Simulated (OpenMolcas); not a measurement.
**GeN2H4 (SMILES [NH2][Ge][NH2]): a chain of runs**

Wanted: a series of 8 runs (UHF/def2-SVPD, CASSCF(2,2)/def2-SVPD, CASPT2(2,2)/def2-SVPD, CASPT2[IPEA 0](2,2)/def2-SVPD, SC-NEVPT2(2,2)/def2-SVPD, PC-NEVPT2(2,2)/def2-SVPD, MC-PDFT[tPBE](2,2)/def2-SVPD, MC-PDFT[ftPBE](2,2)/def2-SVPD) of GeN2H4. 

Program for the calculation: OpenMolcas 26.06.

**1. The molecule**

GeN2H4: 7 atoms, total charge 0, spin state singlet. SMILES: `[NH2][Ge][NH2]`. The N3–H6 distance was set to 1.512 Å, away from the relaxed value. At this shape a bond of the SMILES string is far longer than usual.

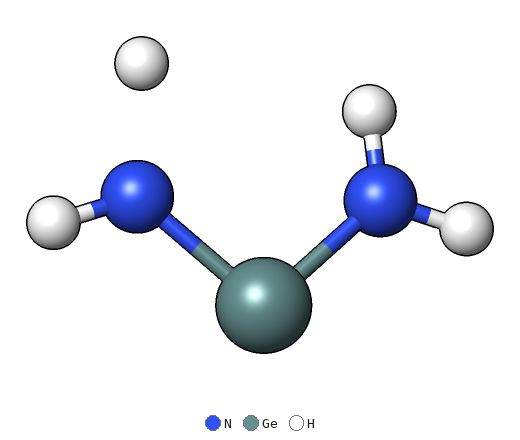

The structure, seen from a chosen angle (nitrogen blue, germanium teal, hydrogen white).

**2. The energy at UHF/def2-SVPD (run 1)**

Input file step1.input:

```
* GeH4N2 Hartree-Fock

&GATEWAY
 BASLIB = $CurrDir
 BASISSET
 N.def2-SVPD....
 N1 -1.178150 -0.411663 -0.702500 angstrom
 N3 1.196250 -0.668763 0.646400 angstrom
 End of Basis
 BASISSET
 Ge.def2-SVPD....
 Ge2 -0.068150 -1.741363 -0.121100 angstrom
 End of Basis
 BASISSET
 H.def2-SVPD....
 H4 -2.028350 -0.627763 -1.195000 angstrom
 H5 -1.046250 0.580937 -0.585200 angstrom
 H6 1.191600 0.842500 0.702200 angstrom
 H7 2.003550 -1.064463 1.097900 angstrom
 End of Basis

&SEWARD

&SCF
 UHF
 SCRAMBLE = 0.25
 PRORBITALS = 1 2
```

The basis set def2-SVPD is read from a file made from the Basis Set Exchange's data (not shown).

Launch:

```
$ export MOLCAS_MEM=1860
$ pymolcas step1.input > step1.log
```

Output, cut to the lines that bear on the results:

```text
--- Start Module: gateway ---
[...]
--- Stop Module: gateway /rc=_RC_ALL_IS_WELL_ ---
--- Start Module: seward ---
[...]
      Basis functions          110
--- Stop Module: seward /rc=_RC_ALL_IS_WELL_ ---
[...]
--- Start Module: scf ---
[...]
       Convergence after  30 Iterations
[...]
::    Total SCF energy                              -2186.1868837693
[...]
      Total spin, S                                     0.0292104711
[...]
      Total electronic charge=   50.000000
      Total            charge=   -0.000000
[...]
      Dipole Moment (debye):
      Origin of the operator (angstrom)=   -0.0440   -1.3602   -0.0917
                   X= -1.3086E-01               Y=  1.2474E+00               Z= -1.4739E-02           Total=  1.2543E+00
      Quadrupole Moment (debye*angstrom):
[...]
--- Stop Module: scf /rc=_RC_ALL_IS_WELL_ ---
[...]
```

Run time: 19 s. Hardware: 1 thread of Intel Xeon 6975P-C (Granite Rapids), shared host; peak memory 0.65 GiB.

**3. A single-point energy at CASSCF(2,2)/def2-SVPD (run 2)**

Input file step2.inp:

```
&GATEWAY
BASLIB=$CurrDir
BASISSET
N.def2-SVPD....
N1 -1.178150 -0.411663 -0.702500 angstrom
N3 1.196250 -0.668763 0.646400 angstrom
End of Basis
BASISSET
Ge.def2-SVPD....
Ge2 -0.068150 -1.741363 -0.121100 angstrom
End of Basis
BASISSET
H.def2-SVPD....
H4 -2.028350 -0.627763 -1.195000 angstrom
H5 -1.046250 0.580937 -0.585200 angstrom
H6 1.191600 0.842500 0.702200 angstrom
H7 2.003550 -1.064463 1.097900 angstrom
End of Basis
&SEWARD
&RASSCF
FILEORB=$CurrDir/step1.UnaOrb
SPIN=1
NACTEL=2 0 0
INACTIVE=24
RAS2=2
ORBLISTING=Nothing
```

The basis set def2-SVPD is read from a file made from the Basis Set Exchange's data (not shown).

Launch:

```
$ export MOLCAS_MEM=1860
$ pymolcas step2.inp > step2.log
```

Output, cut to the lines that bear on the results:

```text
--- Start Module: gateway ---
[...]
--- Stop Module: gateway /rc=_RC_ALL_IS_WELL_ ---
--- Start Module: seward ---
[...]
      Basis functions          110
--- Stop Module: seward /rc=_RC_ALL_IS_WELL_ ---
[...]
--- Start Module: rasscf ---
[...]
      Number of active orbitals                  2
[...]
      Spin quantum number                      0.0
[...]
      Active orbitals                            2
[...]
      Number of CSFs                             3
[...]
      Number of root(s) required                 1
[...]
      Convergence after 12 iterations
[...]
      printout of CI-coefficients larger than  0.05 for root  1
      energy=   -2186.224542
      conf/sym  11     Coeff  Weight
             1  20   0.97736 0.95523
             3  02  -0.21158 0.04477
      Natural orbitals and occupation numbers for root  1
      sym 1:   1.910467   0.089533
      ************************************************************************************************************************
      *                                                    Final results                                                     *
[...]
::    RASSCF root number  1 Total energy:  -2186.22454151
[...]
      Total electronic charge=   50.000000
      Total            charge=   -0.000000
[...]
      Dipole Moment (debye):
      Origin of the operator (angstrom)=   -0.0440   -1.3602   -0.0917
                   X= -1.4276E-01               Y=  1.0967E+00               Z= -2.7138E-02           Total=  1.1062E+00
      Quadrupole Moment (debye*angstrom):
[...]
--- Stop Module: rasscf /rc=_RC_ALL_IS_WELL_ ---
[...]
```

Run time: 13 s. Hardware: 1 thread of Intel Xeon 6975P-C (Granite Rapids), shared host; peak memory 0.65 GiB.

Runs 3 to 6 aren't shown in full; the table further down has their settings and results.

**4. A single-point energy at MC-PDFT[tPBE](2,2)/def2-SVPD (run 7)**

Input file step7.input:

```
>>> EXPORT MOLCAS_PRINT=2
&GATEWAY
BasLib=$CurrDir
BasisSet
N.def2-SVPD....
N1 -1.178150 -0.411663 -0.702500 angstrom
N3 1.196250 -0.668763 0.646400 angstrom
End of Basis
BasisSet
Ge.def2-SVPD....
Ge2 -0.068150 -1.741363 -0.121100 angstrom
End of Basis
BasisSet
H.def2-SVPD....
H4 -2.028350 -0.627763 -1.195000 angstrom
H5 -1.046250 0.580937 -0.585200 angstrom
H6 1.191600 0.842500 0.702200 angstrom
H7 2.003550 -1.064463 1.097900 angstrom
End of Basis
&SEWARD
&RASSCF
FileOrb=$CurrDir/step2.RasOrb
Spin=1
Nactel=2 0 0
Inactive=24
Ras2=2
OrbListing=Nothing
&MCPDFT
KSDFT=T:PBE
```

The basis set def2-SVPD is read from a file made from the Basis Set Exchange's data (not shown).

Launch:

```
$ export MOLCAS_MEM=1860
$ pymolcas step7.input > step7.log
```

Output, cut to the lines that bear on the results:

```text
--- Start Module: gateway ---
[...]
--- Stop Module: gateway /rc=_RC_ALL_IS_WELL_ ---
[...]
      Basis functions          110
[...]
--- Start Module: rasscf ---
[...]
      Number of active orbitals                  2
[...]
      Spin quantum number                      0.0
[...]
      Active orbitals                            2
[...]
      Number of CSFs                             3
[...]
      Number of root(s) required                 1
[...]
      Convergence after  4 iterations
[...]
      printout of CI-coefficients larger than  0.05 for root  1
      energy=   -2186.224542
      conf/sym  11     Coeff  Weight
             1  20   0.97736 0.95523
             3  02  -0.21158 0.04477
      Natural orbitals and occupation numbers for root  1
      sym 1:   1.910466   0.089534
      ************************************************************************************************************************
      *                                                    Final results                                                     *
[...]
::    RASSCF root number  1 Total energy:  -2186.22454151
[...]
      Total electronic charge=   50.000000
      Total            charge=   -0.000000
[...]
      Dipole Moment (debye):
      Origin of the operator (angstrom)=   -0.0440   -1.3602   -0.0917
                   X= -1.4277E-01               Y=  1.0967E+00               Z= -2.7140E-02           Total=  1.1063E+00
      Quadrupole Moment (debye*angstrom):
[...]
--- Stop Module: rasscf /rc=_RC_ALL_IS_WELL_ ---
[...]
--- Start Module: mcpdft ---
[...]
 ###    WARNING: Deprecation warning: KSDF should be replaced                ###
 ###    with FUNC keyword                                                    ###
 ###############################################################################
[...]
::    MCPDFT root number  1 Total energy:  -2188.05315772
--- Stop Module: mcpdft /rc=_RC_ALL_IS_WELL_ ---
[...]
```

Wall time 9.6 s (1 thread of Intel Xeon 6975P-C (Granite Rapids), shared host); peak memory 0.65 GiB.

**5. A single-point energy at MC-PDFT[ftPBE](2,2)/def2-SVPD (run 8)**

Input file step8.inp:

```
* GeH4N2 MC-PDFT
>>> EXPORT MOLCAS_PRINT=2
&GATEWAY
BasLib
$CurrDir
BasisSet
N.def2-SVPD....
N1 -1.178150 -0.411663 -0.702500 angstrom
N3 1.196250 -0.668763 0.646400 angstrom
End of Basis
BasisSet
Ge.def2-SVPD....
Ge2 -0.068150 -1.741363 -0.121100 angstrom
End of Basis
BasisSet
H.def2-SVPD....
H4 -2.028350 -0.627763 -1.195000 angstrom
H5 -1.046250 0.580937 -0.585200 angstrom
H6 1.191600 0.842500 0.702200 angstrom
H7 2.003550 -1.064463 1.097900 angstrom
End of Basis
&SEWARD
&RASSCF
FileOrb
$CurrDir/step2.RasOrb
Spin
1
Nactel
2 0 0
Inactive
24
Ras2
2
OrbListing
Nothing
&MCPDFT
KSDFT
FT:PBE
```

The basis set def2-SVPD is read from a file made from the Basis Set Exchange's data (not shown).

Launch:

```
$ export MOLCAS_MEM=1860
$ pymolcas step8.inp > step8.log
```

Output, cut to the lines that bear on the results:

```text
--- Start Module: gateway ---
[...]
--- Stop Module: gateway /rc=_RC_ALL_IS_WELL_ ---
[...]
      Basis functions          110
[...]
--- Start Module: rasscf ---
[...]
      Number of active orbitals                  2
[...]
      Spin quantum number                      0.0
[...]
      Active orbitals                            2
[...]
      Number of CSFs                             3
[...]
      Number of root(s) required                 1
[...]
      Convergence after  4 iterations
[...]
      printout of CI-coefficients larger than  0.05 for root  1
      energy=   -2186.224542
      conf/sym  11     Coeff  Weight
             1  20   0.97736 0.95523
             3  02  -0.21158 0.04477
      Natural orbitals and occupation numbers for root  1
      sym 1:   1.910466   0.089534
      ************************************************************************************************************************
      *                                                    Final results                                                     *
[...]
::    RASSCF root number  1 Total energy:  -2186.22454151
[...]
      Total electronic charge=   50.000000
      Total            charge=   -0.000000
[...]
      Dipole Moment (debye):
      Origin of the operator (angstrom)=   -0.0440   -1.3602   -0.0917
                   X= -1.4277E-01               Y=  1.0967E+00               Z= -2.7140E-02           Total=  1.1063E+00
      Quadrupole Moment (debye*angstrom):
[...]
--- Stop Module: rasscf /rc=_RC_ALL_IS_WELL_ ---
[...]
--- Start Module: mcpdft ---
[...]
 ###    WARNING: Deprecation warning: KSDF should be replaced                ###
 ###    with FUNC keyword                                                    ###
 ###############################################################################
[...]
::    MCPDFT root number  1 Total energy:  -2188.36416811
--- Stop Module: mcpdft /rc=_RC_ALL_IS_WELL_ ---
[...]
```

Wall time 9.6 s (1 thread of Intel Xeon 6975P-C (Granite Rapids), shared host); peak memory 0.65 GiB.

**6. The series**

| run | level | scramble | active rule | energy (Eh) | dipole moment (D) of the reference | wall time |
| --- | --- | --- | --- | --- | --- | --- |
| 1 | UHF/def2-SVPD | 0.25 | – | -2186.186884 | 1.25 | 19 s |
| 2 | CASSCF(2,2)/def2-SVPD | – | uhf natural orbitals | -2186.224542 | 1.11 | 13 s |
| 3 | CASPT2(2,2)/def2-SVPD | – | uhf natural orbitals | -2186.795305 | 1.11 | 11 s |
| 4 | CASPT2[IPEA 0](2,2)/def2-SVPD | – | uhf natural orbitals | -2186.797237 | 1.11 | 11 s |
| 5 | SC-NEVPT2(2,2)/def2-SVPD | – | uhf natural orbitals | -2186.794370 | 1.11 | 9.6 s |
| 6 | PC-NEVPT2(2,2)/def2-SVPD | – | uhf natural orbitals | -2186.794523 | 1.11 | 9.9 s |
| 7 | MC-PDFT[tPBE](2,2)/def2-SVPD | – | uhf natural orbitals | -2188.053158 | 1.11 | 9.6 s |
| 8 | MC-PDFT[ftPBE](2,2)/def2-SVPD | – | uhf natural orbitals | -2188.364168 | 1.11 | 9.6 s |

**7. Results**

| quantity | value |
| --- | --- |
| run 8, MC-PDFT[ftPBE](2,2)/def2-SVPD: total energy | -2188.36417 Eh |
| run 8, MC-PDFT[ftPBE](2,2)/def2-SVPD: dipole moment (CASSCF density) | 1.11 D |

**Reading.** Below the UHF energy at the same shape and in the same basis (def2-SVPD): CASSCF(2,2) -37.7 mEh; CASPT2(2,2) -608.4 mEh; CASPT2[IPEA 0](2,2) -610.4 mEh; SC-NEVPT2(2,2) -607.5 mEh; PC-NEVPT2(2,2) -607.6 mEh. Active-space methods hold only the correlation inside their space unless a perturbation or CI step follows. All runs together took 91 s, the longest 19 s.
